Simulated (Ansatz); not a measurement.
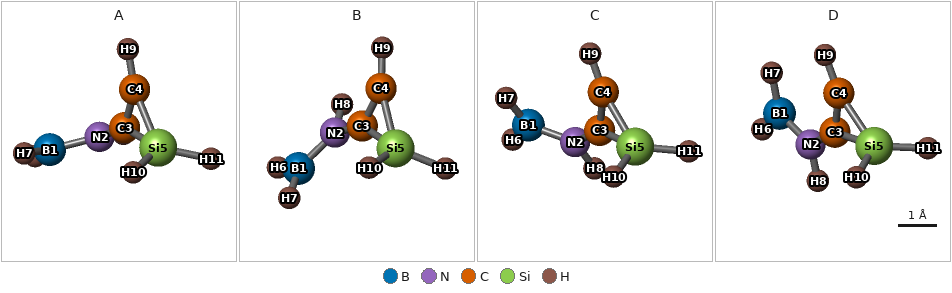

4 geometries from a converged minimum-energy path of C2H6BNSi, shuffled. A ball-and-stick model, seen from a free direction.

Computed with RKS PBE0-D4/STO-3G (Ansatz 0.2.0). Set-up: 9 movable images; climbing image; force threshold 0.05 eV/Å; iteration limit 47; starting path through a guess of the saddle point.

### One of them is the converged climbing image. Which?

A. In order along the path, whose images run from 0 to 10: B (image 2, +0.10 eV), A (image 5, +0.30 eV), C (image 8, +0.12 eV), D (image 10, +0.06 eV). The motion is a rotation about the N2–C3 bond by about 180°. No bond forms or breaks between the ends.

Limits of the set-up: STO-3G is a minimal basis, so the numbers are rough.

Cost: 3.3 min on 1 thread of Intel(R) Xeon(R) Platinum 8488C (Sapphire Rapids), with other jobs on the host, peak memory 0.2 GiB.
